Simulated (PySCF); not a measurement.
SMILES [CH2]NC (C₂H₆N), doublet at its CAM-B3LYP/def2-SVP optimised geometry (Å):

```
9

C     -1.2077    -0.8290    -1.4662
N      0.1433    -0.8569    -1.1785
C      0.6401    -0.1935     0.0000
H     -1.7396     0.0941    -1.2216
H     -1.5392    -1.4089    -2.3294
H      0.6082    -1.7317    -1.3949
H      0.2909    -0.6515     0.9464
H      0.3086     0.8569     0.0000
H      1.7396    -0.1935     0.0000
```

Calculation: unrestricted CAM-B3LYP/def2-TZVP (PySCF).

Map of the deformation density (molecule minus spherical neutral atoms) (e/bohr³) on the plane z = 0.8 Å:

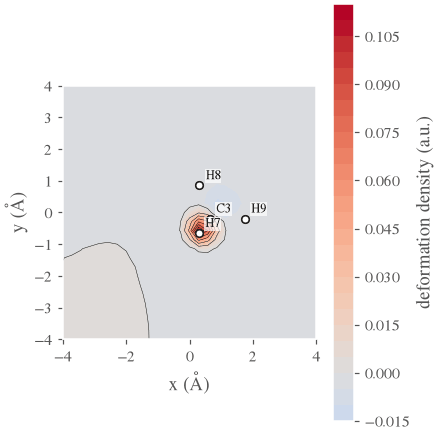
Fig. 1. Deformation density (molecule minus spherical neutral atoms) (e/bohr³) on the plane z = 0.8 Å.
